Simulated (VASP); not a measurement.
Band structure of V₃Si (A15). Computed with LDA (Ceperley-Alder, Perdew-Zunger), VASP's LDA PAW potentials (set 64) (plane waves; VASP 6.6.1).

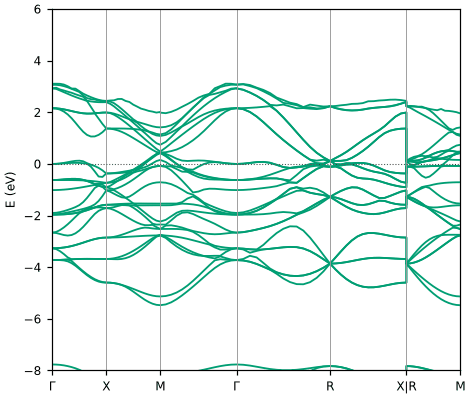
*Bands along high-symmetry lines, zero at the valence-band maximum or, without a gap, the Fermi level*

Problem. Read the plot: is there a gap, and where are the band edges?

Solution. It has no gap at this level: it comes out as a metal or semimetal. (Edges off the drawn lines would not show.)

The compound is V3Si in the A15 structure. It was relaxed first, which changed the volume by -7 %. The run is not spin-polarised, so no magnetic state was tried.
